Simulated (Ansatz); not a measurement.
# SiS2: carrier doping

Base system: SiS2 (space group Ibam, No. 72; a = 6.366 Å, b = 11.127 Å, c = 5.593 Å; made of chains).

Carriers are added at fixed cell with a uniform background; the Fermi–Dirac width is that of 300 K.

All numbers come from PBE in Ansatz (plane waves to 420 eV, PAW, spin-orbit coupling left out).

Notes on the quantities. Fermi level from band edge: Fermi level relative to the doped band's edge (positive inside the band; to 0.05 eV).

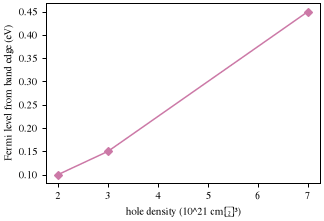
Fig. 1. Fermi level from band edge against hole density

```tsv
hole density (10^21 cm⁻³)	Fermi level from band edge
2	+0.10 eV
3	+0.15 eV
7	+0.45 eV
```

Charged cell with a jellium background: band edges are those of the host's band count, energies are not comparable with the neutral cell, and many-body gap narrowing is missing. Stability against distortions was not tested. No dispersion term is included, though the crystal is made of layers, chains or molecules, so its spacings can come out too wide.

Ansatz is a program for electronic structure.
